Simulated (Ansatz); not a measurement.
# Ir (Iridium) (111): surface energy and levels, part 1 of 2

This session takes Ir (Iridium) and sets out to cut the (111) surface, relax it and get its surface energy and levels.

The COD entry's cell or inner coordinates are ideal or old and differ from later refinements, so a difference from it is no clean test against experiment.

Method: DFT r2SCAN, scalar-relativistic, plane waves, PAW, in Ansatz 0.2.0.

1 further run of the same task is left out (set aside as unsound or not needed).

**1. The starting structure**

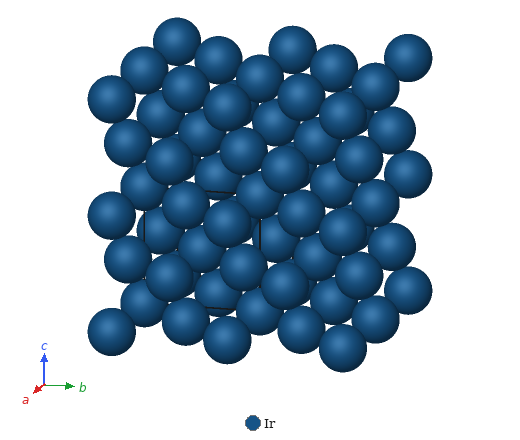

The starting structure, seen slightly off an axis (iridium blue). 2×2×2 cells are drawn. Atoms on the faces are drawn again on the opposite ones. The cell drawn here is the conventional one.

Coordinates:

```
CELL_PARAMETERS angstrom
0.00000 1.92208 1.92208
1.92208 0.00000 1.92208
1.92208 1.92208 0.00000
ATOMIC_POSITIONS crystal
Ir 0.00000 0.00000 0.00000
```

It is the result of an earlier relaxation at this level (volume 14.20 Å³/atom; gap on the mesh: none (metal)).

**2. The bulk in the cell of the plane**

File input.yaml:

```yaml
crystal:
  lattice:
    - [2.7182312917, 0.0, 0.0]
    - [-1.3591156459, 2.354057352, 0.0]
    - [1.3591156459, 0.784685784, 2.2194265559]
  atoms:
    - { symbol: Ir, position: [0.0, 0.0, 0.0] }
basis:
  ecutwfc: 500
kpoints:
  mp_grid: { grid: [15, 15, 15] }
hamiltonian:
  xc: r2scan
scf:
  occupations: { method: gaussian, width: 0.1 }
output:
  forces: true
  stress: true
  eigenvalues: true
  write_density: true
  write_potential: true
  elf: true
  volumetric_format: npy
```

On the command line:

```bash
ansatz run input.yaml --threads 2 --pin off --max-ram 5120MiB --backend cpu --events-out ev --progress --plain --runs-dir out
```

Standard output:

```text
[... 31 lines left out ...]
SCF 1 converged in 6 iterations: F = -11948.731819 eV  dr2 = 9.49e-9
SCF converged after 6 iterations
Free energy (F): -11948.731819 eV
Harris-Foulkes:  -11948.731819 eV  (|F-HF|=1.44e-9)
Internal energy: -11948.726996 eV  (E = F + TS)
E sigma→0 (E₀):  -11948.729407 eV
Entropy (-TS):   -0.004823 eV (-4.823 meV/atom)
Fermi energy:    25.514401 eV
--- Per-component energies (eV) ---
  E_band       = -102.543308
  E_kinetic    = 623.474311
  E_local      = -1070.523549  (includes V_loc(G=0)·N_el)
  E_nonlocal   = 73.911254
  E_hartree    = 411.580031
  E_xc         = -255.488257
  E_vxc        = -333.598075  (∫ρ·V_xc dr)
  E_paw        = -9249.691099  (= ΣΔE_a)
  E_vpaw       = -239.670992  (= ΣTr[D̂ρ^β])
  E_aug_tail   = -0.000017  (compensation charges beyond the density's cutoff)
  E_vtau       = 20.706844  (kinetic-family band-sum trace: ∫τ·v_τ [+ j·A + Jᵃ·Aᵃ] dr)
  E_ewald      = -2481.672778
  E_core_change = -0.316894  (= ΣΔE_core)
  E_smearing   = -0.004823  (= −TS)
  E_closure    = 0.000000  (closes the sum)
  Σ components = -11948.731819   (vs F -11948.731819, Δ=0.00e0)
--- Forces (eV/Å), atoms counted from 1 ---
  atom   1  Ir     0.00000000    -0.00000000     0.00000000
  max |Σ_I F_I| component: 7.19e-33 eV/Å
--- Stress (GPa, compression-positive) ---
       -0.090930       0.000000      -0.000000
        0.000000      -0.090930       0.000000
       -0.000000       0.000000      -0.090930
  P = ⅓ Tr σ = -0.0909 GPa (-0.909 kbar)
--- Band table (eV; the first three rows and the last of 120) ---
  k-point 0: bands = ["-69.4794", "-25.3123", "-25.3123", "-25.3123", "13.9868", "21.4729", "21.4729", "21.4729", "24.1696", "24.1696", "39.7219", "45.4952", "45.4952"]
  k-point 1: bands = ["-69.4763", "-25.3500", "-25.3174", "-25.3174", "14.1937", "21.3624", "21.5609", "21.5609", "24.1131", "24.1131", "40.0760", "44.6125", "45.8354"]
  k-point 2: bands = ["-69.4673", "-25.4558", "-25.3319", "-25.3319", "14.7814", "21.1009", "21.7725", "21.7725", "24.0148", "24.0148", "41.0018", "42.9215", "46.8166"]
  k-point 119: bands = ["-69.3816", "-25.8864", "-25.8484", "-25.6203", "19.0087", "20.0799", "20.7663", "23.6209", "26.9085", "33.4312", "34.6341", "35.7365", "39.5893"]
```

Run time: 10 s. Hardware: 2 threads of Intel Xeon at 2.50GHz (Skylake/Cascade Lake), shared host; peak memory 0.35 GiB.

Bulk reference and slab share their plane, in-plane mesh and smearing. Its energy with the smearing taken to zero: -11948.7294 eV/atom.

**3. The (111) slab**

Miller indices refer to the conventional cell of the relaxed bulk, Fm-3m (No. 225): a = 3.844 Å, b = 3.844 Å, c = 3.844 Å, α = 90.00°, β = 90.00°, γ = 90.00°.

The slab is a (111) slab, 11.1 Å thick as cut, with 15 Å of vacuum; its outer planes are Ir (top) and Ir (bottom).

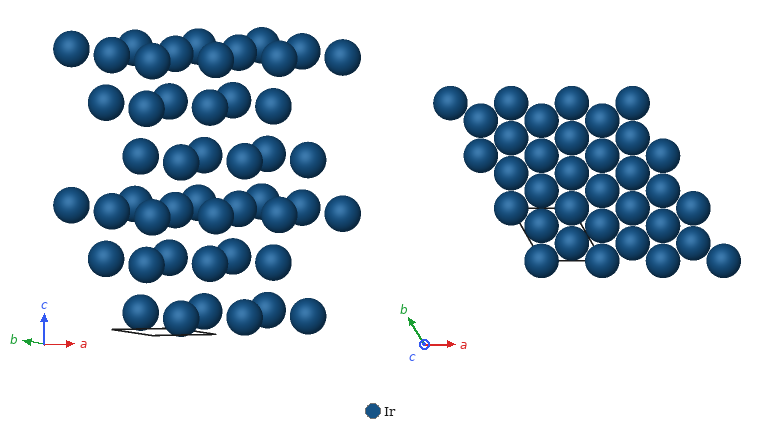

The slab as cut, seen from the side (left, normal up) and from above (right); iridium blue. 3×3 surface cells are drawn (two deep in side views), with atoms on the cell's edges repeated; the outline under the slab is one cell, and the vacuum is left out.

**4. Single point on the unrelaxed (111) slab**

The cell repeats along c, and a dipole correction in the vacuum removes the field between the copies.

File input.yaml:

```yaml
crystal:
  lattice:
    - [2.7182312917, 0.0, 0.0]
    - [-1.3591156459, 2.354057352, 0.0]
    - [0.0, 0.0, 26.0971327793]
  atoms:
    - { symbol: Ir, position: [0.6666666667, 0.3333333333, 0.2873878929] }
    - { symbol: Ir, position: [0.3333333333, 0.6666666667, 0.3724327357] }
    - { symbol: Ir, position: [0.0, 0.0, 0.4574775786] }
    - { symbol: Ir, position: [0.6666666667, 0.3333333333, 0.5425224214] }
    - { symbol: Ir, position: [0.3333333333, 0.6666666667, 0.6275672643] }
    - { symbol: Ir, position: [0.0, 0.0, 0.7126121071] }
basis:
  ecutwfc: 500
kpoints:
  mp_grid: { grid: [15, 15, 1] }
hamiltonian:
  xc: r2scan
scf:
  occupations: { method: gaussian, width: 0.1 }
output:
  forces: true
  stress: true
  eigenvalues: true
  write_density: true
  write_potential: true
  elf: true
  volumetric_format: npy
efield:
  axis: 3
  dipole_correction: true
```

On the command line:

```bash
ansatz run input.yaml --threads 2 --pin off --max-ram 5120MiB --backend cpu --events-out ev --progress --plain --runs-dir out
```

Standard output:

```text
Warning: RAYON_NUM_THREADS=2 ignored (pool sized by the plan → 2); use --threads N
Engine: ansatz 0.2.0, x86_64-unknown-linux-gnu
Pseudopotentials: kind: paw
Pseudopotential: Ir, paw, valence charge 17, recommended cutoff 500 eV (meta_gga), Ir.paw.azcp
Functional definition: r2SCAN
  parameter k0 = 0.174
  parameter k1 = 0.065
  parameter a1 = 4.9479
  exchange = r2scan_x(k0 = k0, k1 = k1, a1 = a1)
  correlation = r2scan_c
Crystal: 6 atoms, lattice volume = 166.992 Å³
Basis set: ecut = 500 eV, 4163 PW (Γ), exchange–correlation on 80×80×768 points (64 copies of the dense FFT grid, shifted against one another)
Bands: 62, of which v1, the nominal top of the filled ones, is band 51 counted from 1 (50 counted from 0)
Symmetry: 6 space group operations
k-points: 27 of 225 (time reversal used)
Non-local potential: Ir, projectors of the file, l = 0: 3, l = 1: 2, l = 2: 2, l = 3: 1
PAW form: soft (Blöchl's): semilocal exchange-correlation on the pseudo side does not see the compensation charge
PAW frozen core: Ir, regenerated for the run's functional (the file was generated under x = pbe(κ = 0.804, μ = 0.2195149727645171), c = pbe(β = 0.06672455060314922))
PAW one-centre angular grid: Ir, 590 points (default); XC on 160 Gauss nodes
Initial density: superposition of atomic densities (neutral atoms: chi_scale 0, normalization atom), corrected by the library's trained network
Initial wavefunctions: pseudopotential atomic-orbital guess
Functional: x = r2scan, c = r2scan; τ floored in thin density (d = 2e-4 eV/Å³)
SCF iter   1: F=—  HF=-71690.213725 eV  |F-HF|=—  |Δ(HF+E_count)|=         —  Δρ=1.33e-2  dr2=3.23e0  dr2_τ=2.21e-1  ethr=1.77e-3  p=0.000 e·Å  D=3.46e-13 V/Å  ΔV_dip=-0.00 eV  dr2_dipole=7.56e-7  V_vac-E_F(+/−)=5.49/5.49 eV  ⟨swp⟩=7.6  Hψ=7205  notcnv=0  defer=10
efield: sawtooth ramp at fractional position 0.9500 (placed from the atoms, in the widest stretch of the axis that holds none; the zero of the levels goes with the place), width 0.1000; the density the first Hamiltonian is built on has a dipole p = 0.000 e·Å; the dipole correction subtracts the counter field D = 3.46e-13 V/Å, which shifts the + side's vacuum level by -0.00 eV against the − side's; the planar-averaged density in the ramp window peaks in size at 9.4e-5 e/Å³
preconditioner: auto → LDOS  [metal: Δε(μ)=0.031 eV  Ē_g=7.039 eV  σ=0.100 eV  W_gap=0.17  n_scr=20 (ndim 8)  ℏωp=21.1 eV  f_vac=0.442  D(μ)=5.99/eV (n_scr^D=20)  β→1.0]
SCF iter   2: F=—  HF=-71690.322313 eV  |F-HF|=—  |Δ(HF+E_count)|=   1.09e-1  Δρ=4.91e-3  dr2=3.04e-1  dr2_τ=5.35e-2  ethr=1.77e-3  p=0.000 e·Å  D=6.04e-5 V/Å  ΔV_dip=-0.00 eV  dr2_dipole=6.66e-6  V_vac-E_F(+/−)=5.53/5.53 eV  ⟨swp⟩=2.1  Hψ=2125  notcnv=0  defer=86
SCF iter   3: F=—  HF=-71690.320600 eV  |F-HF|=—  |Δ(HF+E_count)|=   1.71e-3  Δρ=9.99e-4  dr2=7.27e-3  dr2_τ=2.83e-4  ethr=2.98e-4  p=-0.000 e·Å  D=-8.21e-5 V/Å  ΔV_dip=0.00 eV  dr2_dipole=6.86e-7  V_vac-E_F(+/−)=5.58/5.57 eV  ⟨swp⟩=1.9  Hψ=1693  notcnv=0  defer=86
SCF iter   4: F=—  HF=-71690.320212 eV  |F-HF|=—  |Δ(HF+E_count)|=   3.89e-4  Δρ=4.71e-4  dr2=9.00e-4  dr2_τ=7.85e-5  ethr=7.13e-6  p=0.000 e·Å  D=5.09e-5 V/Å  ΔV_dip=-0.00 eV  dr2_dipole=1.08e-6  V_vac-E_F(+/−)=5.54/5.54 eV  ⟨swp⟩=3.1  Hψ=3006  notcnv=0  defer=86
SCF iter   5: F=—  HF=-71690.320101 eV  |F-HF|=—  |Δ(HF+E_count)|=   1.11e-4  Δρ=1.50e-4  dr2=7.36e-5  dr2_τ=4.16e-6  ethr=8.82e-7  p=-0.000 e·Å  D=-1.67e-5 V/Å  ΔV_dip=0.00 eV  dr2_dipole=1.41e-9  V_vac-E_F(+/−)=5.55/5.55 eV  ⟨swp⟩=2.2  Hψ=2407  notcnv=0  defer=86
SCF iter   6: F=—  HF=-71690.320458 eV  |F-HF|=—  |Δ(HF+E_count)|=   3.57e-4  Δρ=6.83e-5  dr2=1.56e-5  dr2_τ=2.48e-6  ethr=7.22e-8  p=-0.000 e·Å  D=-2.25e-6 V/Å  ΔV_dip=0.00 eV  dr2_dipole=1.04e-9  V_vac-E_F(+/−)=5.55/5.55 eV  ⟨swp⟩=3.0  Hψ=3099  notcnv=0  defer=86
SCF iter   7: F=—  HF=-71690.320458 eV  |F-HF|=—  |Δ(HF+E_count)|=   3.03e-7  Δρ=2.51e-5  dr2=2.17e-6  dr2_τ=1.57e-7  ethr=1.53e-8  p=-0.000 e·Å  D=-7.95e-7 V/Å  ΔV_dip=0.00 eV  dr2_dipole=3.77e-11  V_vac-E_F(+/−)=5.55/5.55 eV  ⟨swp⟩=2.1  Hψ=2335  notcnv=0  defer=86
SCF iter   8: F=—  HF=-71690.320458 eV  |F-HF|=—  |Δ(HF+E_count)|=   5.68e-7  Δρ=8.80e-6  dr2=3.86e-7  dr2_τ=4.15e-8  ethr=2.12e-9  p=-0.000 e·Å  D=-9.63e-7 V/Å  ΔV_dip=0.00 eV  dr2_dipole=8.89e-11  V_vac-E_F(+/−)=5.55/5.55 eV  ⟨swp⟩=3.3  Hψ=3517  notcnv=0  defer=86
SCF iter   9: F=-71690.320458 eV  HF=-71690.320458 eV  |F-HF|=1.78e-8  |Δ(HF+E_count)|=   2.87e-8  Δρ=3.01e-6  dr2=1.20e-8  dr2_τ=1.68e-9  ethr=9.80e-11  p=-0.000 e·Å  D=-3.33e-7 V/Å  ΔV_dip=0.00 eV  dr2_dipole=3.49e-11  V_vac-E_F(+/−)=5.55/5.55 eV  ⟨swp⟩=20.3  Hψ=14876  notcnv=0
SCF 1 converged in 9 iterations: F = -71690.320458 eV  dr2 = 1.20e-8
WARN: The output density's exchange-correlation potential varies sharply where the density is thin. Do not read a vacuum level from v_tot or v_xc, or from such a field of the output density. On a cell that repeats whose density bears no net charge and no dipole along the vacuum's axis use v_es (v_loc + v_h of the components); under efield.dipole_correction with no amplitude use v_es + v_field, which holds any external_charges[].barrier, or the levels of the report's work_function block, which leave it out; under a non-zero efield.amplitude the vacuum is tilted and has no level; on a cell that repeats and bears such a dipole with no correction it is tilted too, and efield.dipole_correction with no amplitude gives each side of its ramp a level where efield: is served; in a cell that repeats whose density bears a net charge (total_charge, or a fill off its count) it is curved and has none; of a slab under crystal.periodic whose density bears no net charge use v_es, which has a level on each side, short of where the two are joined; of another it falls or rises all the way out and has none; of a slab beside external_charges read slab_vacuum_level instead, which it has where they leave it neutral. The grid or the basis barely resolves most such structure, and the values can differ between equally converged runs; as a rule a tighter scf.convergence.dr2_threshold does not remove it. Where the density itself ripples (under the LDA too) a higher basis.ecutwfc lessens it. The files hold the spikes' plane waves up to the density's cutoff. Files: v_tot_of_output_density and the like, and their columns of v_z.tsv (output.write_potential); v_xc_of_output_density and the like, and their columns of v_comp_z.tsv (output.write_potential_components). Measured: with its Gaussian average of σ = 0.25 Å subtracted twice, the exchange-correlation potential is over 0.1 eV at 1052 of the grid points where the equally averaged density (valence and model cores) is under 1e-3 e/Å³, and 0.900 eV at the most among them, at an averaged density of 1.5e-8 e/Å³. The input density's (outcome.potential() and, of a run that writes arrays, v_tot and v_xc) is over 0.1 eV, so measured, at 177 points of its own thin density, 0.527 eV at the most. See output.write_potential in the manual, Limitations
SCF converged after 9 iterations
Free energy (F): -71690.320458 eV
Harris-Foulkes:  -71690.320458 eV  (|F-HF|=1.78e-8)
Internal energy: -71690.295464 eV  (E = F + TS)
E sigma→0 (E₀):  -71690.307961 eV
Entropy (-TS):   -0.024994 eV (-4.166 meV/atom)
Fermi energy:    10.234733 eV
Dipole field:    D = 0.000008 V/Å  (p = 0.000008 e·Å, saw-weighted, corrected)
Work function:   Φ+ = 5.5453 eV   Φ− = 5.5455 eV
Levels:          The Fermi level and band energies are counted from a zero that moves with the ramp; work functions are not
--- Per-component energies (eV) ---
  E_band       = -2141.815352
  E_kinetic    = 3733.153332
  E_local      = -162811.561879  (includes V_loc(G=0)·N_el)
  E_nonlocal   = 444.883386
  E_hartree    = 79900.348566
  E_xc         = -1528.267404
  E_vxc        = -1995.169727  (∫ρ·V_xc dr)
  E_paw        = -55498.052641  (= ΣΔE_a)
  E_vpaw       = -1438.042472  (= ΣTr[D̂ρ^β])
  E_aug_tail   = -0.000086  (compensation charges beyond the density's cutoff)
  E_vtau       = 124.252956  (kinetic-family band-sum trace: ∫τ·v_τ [+ j·A + Jᵃ·Aᵃ] dr)
  E_efield     = 0.000000  (sawtooth field / dipole correction)
  E_vefield    = 0.000000  (∫n·V_field dr)
  E_ewald      = 64071.102623
  E_core_change = -1.901361  (= ΣΔE_core)
  E_smearing   = -0.024994  (= −TS)
  E_closure    = -0.000000  (closes the sum)
  Σ components = -71690.320458   (vs F -71690.320458, Δ=0.00e0)
--- Forces (eV/Å), atoms counted from 1 ---
  atom   1  Ir    -0.00000000    -0.00000000     0.52580366
  atom   2  Ir     0.00000000     0.00000000    -0.35213550
  atom   3  Ir     0.00000000     0.00000000    -0.24117158
  atom   4  Ir    -0.00000000     0.00000000     0.24117046
  atom   5  Ir     0.00000000    -0.00000000     0.35213513
  atom   6  Ir     0.00000000     0.00000000    -0.52580619
  max |Σ_I F_I| component: 4.03e-6 eV/Å
--- Stress (GPa, compression-positive) ---
       -4.755820       0.000000      -0.000000
       -0.000000      -4.755820       0.000000
       -0.000000       0.000000      -2.834742
  P = ⅓ Tr σ = -4.1155 GPa (-41.155 kbar)
--- Band table (eV; the first three rows and the last of 27) ---
  k-point 0: bands = ["-84.6978", "-84.6943", "-84.6474", "-84.6140", "-84.1200", "-84.1200", "-41.3002", "-41.1325", "-40.8845", "-40.6378", "-40.6378", "-40.6376", "-40.6293", "-40.6293", "-40.5708", "-40.5708", "-40.5205", "-40.5205", "-40.2304", "-40.2264", "-40.0789", "-40.0789", "-40.0789", "-40.0789", "-0.9037", "-0.0761", "0.9990", "1.7834", "2.1554", "2.2003", "5.9502", "5.9505", "6.2152", "6.2152", "6.3167", "6.3800", "6.3800", "6.4858", "6.4858", "6.6235", "6.6235", "6.7172", "7.1485", "7.1485", "7.2047", "7.2047", "7.9374", "8.9238", "8.9238", "8.9717", "8.9717", "9.3357", "9.3357", "9.9260", "10.0034", "10.0034", "10.3522", "10.6880", "10.6880", "11.0886", "11.0886", "15.6682"]
  k-point 1: bands = ["-84.6954", "-84.6920", "-84.6453", "-84.6124", "-84.1179", "-84.1179", "-41.2903", "-41.1273", "-40.8873", "-40.6768", "-40.6563", "-40.6459", "-40.6380", "-40.6366", "-40.5868", "-40.5775", "-40.5476", "-40.5258", "-40.2277", "-40.2246", "-40.1063", "-40.1062", "-40.0856", "-40.0855", "-0.7220", "0.1007", "1.1759", "1.9621", "2.3341", "2.3802", "5.7413", "5.7973", "6.0687", "6.2051", "6.3236", "6.3574", "6.4040", "6.4866", "6.6191", "6.6579", "6.6995", "6.7580", "7.0350", "7.1730", "7.2706", "7.3410", "7.6401", "8.6414", "8.6734", "8.9938", "9.0514", "9.2763", "9.3663", "9.4151", "9.6814", "10.0114", "10.4771", "10.6965", "11.1041", "11.4525", "12.0684", "15.7957"]
  k-point 2: bands = ["-84.6884", "-84.6855", "-84.6391", "-84.6079", "-84.1120", "-84.1120", "-41.2621", "-41.1142", "-40.9021", "-40.7602", "-40.7269", "-40.6904", "-40.6686", "-40.6574", "-40.6215", "-40.6057", "-40.5962", "-40.5408", "-40.2229", "-40.2214", "-40.1815", "-40.1810", "-40.1042", "-40.1042", "-0.2018", "0.5991", "1.6635", "2.4504", "2.8257", "2.8755", "5.2457", "5.4991", "5.6783", "5.8028", "6.0186", "6.3028", "6.5671", "6.6745", "6.7330", "6.7726", "6.8880", "7.0231", "7.0388", "7.1310", "7.2186", "7.5810", "7.7309", "8.2148", "8.4442", "8.4752", "8.7624", "8.9927", "9.1615", "9.4235", "10.0237", "10.0244", "10.7161", "11.1448", "11.2421", "12.5397", "13.4372", "16.1790"]
  k-point 26: bands = ["-84.6339", "-84.6339", "-84.5817", "-84.5817", "-84.0654", "-84.0654", "-41.1558", "-41.1558", "-41.1282", "-41.1043", "-41.1043", "-41.0437", "-41.0020", "-41.0020", "-40.8502", "-40.8127", "-40.7454", "-40.7454", "-40.5171", "-40.5171", "-40.4867", "-40.4859", "-40.1816", "-40.1816", "3.7932", "3.7932", "3.8225", "4.3311", "4.3410", "4.3410", "4.7250", "4.7973", "4.7973", "5.1624", "5.1624", "6.0187", "6.0187", "6.1746", "6.3983", "7.1352", "7.1359", "7.1367", "7.1367", "8.3308", "8.3308", "8.4182", "8.8265", "8.8265", "10.2514", "10.2514", "10.5464", "10.7636", "10.7636", "10.8532", "15.8426", "15.9450", "15.9450", "16.7119", "16.8208", "16.8208", "18.1320", "18.1320"]
```

Wall time 92 s (2 threads of Intel Xeon at 2.50GHz (Skylake/Cascade Lake), shared host); peak memory 0.8 GiB.

This gives work function 5.55 eV.

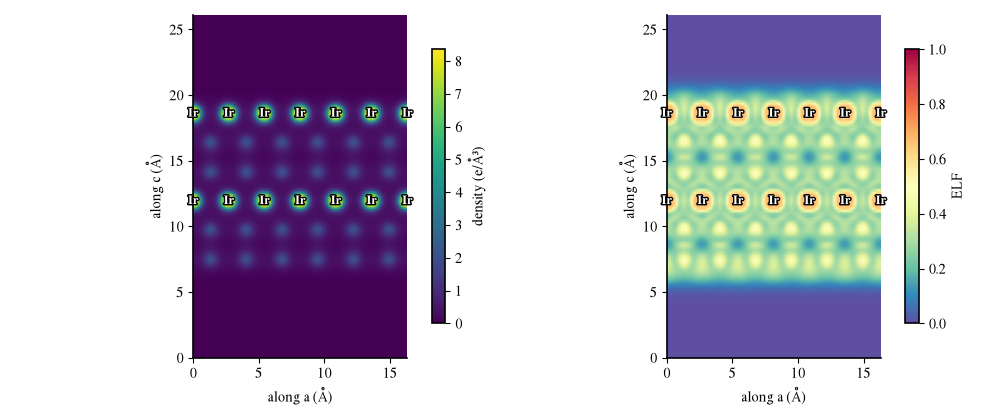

Density (left) and ELF (right) in a lattice plane of the grid's cell (edges 2.72 and 26.10 Å, at 0.000 of the third edge), which holds Ir. Only atoms in the plane are labelled. Both are smooth fields of the valence electrons: close to the nuclei they are not physical.

(Continued in part 2 of 2.)
